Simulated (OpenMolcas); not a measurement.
# triplet InF: levels of theory compared

Wanted: a comparison of 4 runs (UHF/3-21G, UBHLYP/def2-TZVPP, UBLYP/def2-TZVPP, UTPSS/def2-TZVPP) of triplet InF. 

The results are computed with OpenMolcas 26.06.

## 1. The molecule

InF: 2 atoms, total charge 0, spin state triplet. As SMILES of the parent species, `[F][In]`. Geometry: relaxed at PBE0-D4/def2-TZVP. That shape belongs to the parent species and isn't relaxed for this state.

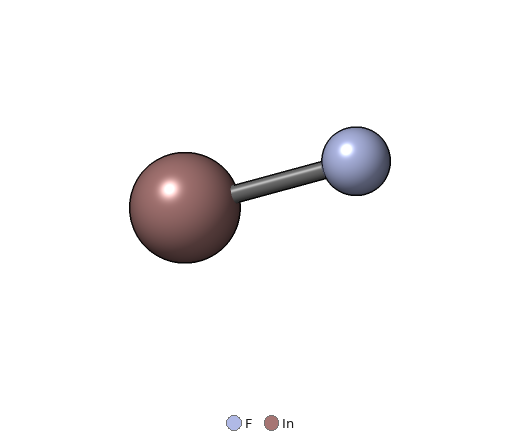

The structure, seen from a chosen angle (fluorine light blue, indium brown).

## 2. A single-point energy at UHF/3-21G (run 1)

run.input

```
&GATEWAY
  BasLib
  $CurrDir
  Coord
  2
  angstrom
  F        0.000000       0.000000       0.015910
  In       0.000000       0.000000       2.009580
  Basis
  3-21G
  Group
  NoSym

&SEWARD

&SCF
  UHF
  Spin
  3
  Thresholds
  1e-10 1e-07 1e-07 1e-05
  PrOrbitals
  0
```

The basis set 3-21G is read from a file made from the Basis Set Exchange's data (not shown).

Command:

```sh
$ export MOLCAS_MEM=1860
$ pymolcas run.input > run.log
```

Standard output:

```text
--- Start Module: gateway ---
[...]
--- Stop Module: gateway /rc=_RC_ALL_IS_WELL_ ---
--- Start Module: seward ---
[...]
      Basis functions           40
--- Stop Module: seward /rc=_RC_ALL_IS_WELL_ ---
--- Start Module: scf ---
[...]
       Convergence after  24 Iterations
[...]
::    Total SCF energy                              -5813.5918002156
[...]
      Total spin, S                                     1.0015972998
[...]
      Total electronic charge=   58.000000
      Total            charge=   -0.000000
[...]
      Dipole Moment (debye):
      Origin of the operator (angstrom)=    0.0000    0.0000    1.7267
                   X= -2.1241E-14               Y=  2.5232E-16               Z=  3.9210E+00           Total=  3.9210E+00
      Quadrupole Moment (debye*angstrom):
[...]
--- Stop Module: scf /rc=_RC_ALL_IS_WELL_ ---
[...]
```

Run time: 2.3 s. Hardware: 1 thread of Arm Neoverse V1, shared host; peak memory 0.37 GiB.

## 3. A single-point energy at UBHLYP/def2-TZVPP (core potential) (run 2)

job.input

```
>>> EXPORT MOLCAS_PRINT=2
&GATEWAY
BasLib
$CurrDir
Coord
2
angstrom
F        0.000000       0.000000       0.015910
In       0.000000       0.000000       2.009580
Basis
def2-TZVPP
Group
NoSym
&SEWARD
GridInput
Grid=UltraFine
End of Grid
&SCF
UHF
Spin
3
KSDFT
HYB_GGA_XC_BHANDHLYP
Thresholds
1e-10 1e-07 1e-07 1e-05
PrOrbitals
1
```

The basis set def2-TZVPP is read from a file made from the Basis Set Exchange's data (not shown).

Command:

```sh
$ export MOLCAS_MEM=1860
$ pymolcas job.input > job.log
```

Standard output:

```text
--- Start Module: gateway ---
[...]
--- Stop Module: gateway /rc=_RC_ALL_IS_WELL_ ---
--- Start Module: seward ---
[...]
      Basis functions           81
--- Stop Module: seward /rc=_RC_ALL_IS_WELL_ ---
[...]
--- Start Module: scf ---
[...]
       Convergence after  25 Iterations
[...]
::    Total KS-DFT energy                            -289.8323728630
[...]
      Total spin, S                                     1.0021732635
[...]
      Total electronic charge=   30.000000
      Total            charge=   -0.000000
[...]
      Dipole Moment (debye):
      Origin of the operator (angstrom)=    0.0000    0.0000    1.7267
                   X=  9.6361E-16               Y= -3.7096E-16               Z=  3.2094E+00           Total=  3.2094E+00
      Quadrupole Moment (debye*angstrom):
[...]
--- Stop Module: scf /rc=_RC_ALL_IS_WELL_ ---
[...]
```

Wall time 21 s (1 thread of Arm Neoverse V1, shared host); peak memory 0.45 GiB.

Run 3 isn't shown in full; the table further down has it.

## 4. The energy at UTPSS/def2-TZVPP (core potential) (run 4)

input.xyz

```xyz
2

F      0.000000     0.000000     0.015910
In     0.000000     0.000000     2.009580
```

test.input

```
* FIn Kohn-Sham DFT
>>> EXPORT MOLCAS_PRINT=2

&GATEWAY
  BASLIB=$CurrDir
  COORD=input.xyz
  BASIS=def2-TZVPP
  GROUP=NoSym

&SEWARD
  GRIDINPUT
  Grid=UltraFine
  End of Grid

&SCF
  UHF
  SPIN=3
  KSDFT=2
  1.0 MGGA_X_TPSS
  1.0 MGGA_C_TPSS
  THRESHOLDS=1e-10 1e-07 1e-07 1e-05
  PRORBITALS=1 2
```

The basis set def2-TZVPP is read from a file made from the Basis Set Exchange's data (not shown).

Command:

```sh
$ export MOLCAS_MEM=1860
$ pymolcas test.input > test.log
```

Standard output:

```text
--- Start Module: gateway ---
[...]
--- Stop Module: gateway /rc=_RC_ALL_IS_WELL_ ---
--- Start Module: seward ---
[...]
      Basis functions           81
--- Stop Module: seward /rc=_RC_ALL_IS_WELL_ ---
[...]
--- Start Module: scf ---
[...]
       Convergence after  28 Iterations
[...]
::    Total KS-DFT energy                            -289.8768656237
[...]
      Total spin, S                                     1.0008947915
[...]
      Total electronic charge=   30.000000
      Total            charge=   -0.000000
[...]
      Dipole Moment (debye):
      Origin of the operator (angstrom)=    0.0000    0.0000    1.7267
                   X= -3.9718E-16               Y= -1.9570E-15               Z=  2.5282E+00           Total=  2.5282E+00
      Quadrupole Moment (debye*angstrom):
[...]
--- Stop Module: scf /rc=_RC_ALL_IS_WELL_ ---
[...]
```

It took 37 s on 1 thread of Arm Neoverse V1, shared host; peak memory 0.45 GiB.

## 5. Overview of the runs

| run | level | integration grid | energy (Eh) | dipole moment (D) | HOMO energy (eV) | ⟨S²⟩ | wall time |
| --- | --- | --- | --- | --- | --- | --- | --- |
| 1 | UHF/3-21G | – | -5813.591800 | 3.92 | -5.90 | 2.005 | 2.3 s |
| 2 | UBHLYP/def2-TZVPP (core potential) | UltraFine | -289.832373 | 3.21 | -4.84 | 2.007 | 21 s |
| 3 | UBLYP/def2-TZVPP (core potential) | UltraFine | -289.903511 | 2.44 | -3.00 | 2.002 | 27 s |
| 4 | UTPSS/def2-TZVPP (core potential) | UltraFine | -289.876866 | 2.53 | -3.29 | 2.003 | 37 s |

## 6. What came out

| quantity | value |
| --- | --- |
| run 4: total energy | -289.87687 Eh |
| run 4: dipole moment | 2.53 D |
| run 4: HOMO energy (highest over α and β) | -3.29 eV |
| run 4: ⟨S²⟩ | 2.003 |

What this shows: The dipole moment (its size) runs from 2.44 D (UBLYP/def2-TZVPP) to 3.92 D (UHF/3-21G). The two ends differ in method and basis and core potential. Totals of different functionals can't be ranked against each other. Some runs of one species differ in core potentials or relativity; totals across that change don't compare. In run 1 relativity is left out where basis or elements ask for it. All runs together took 88 s, the longest 37 s.
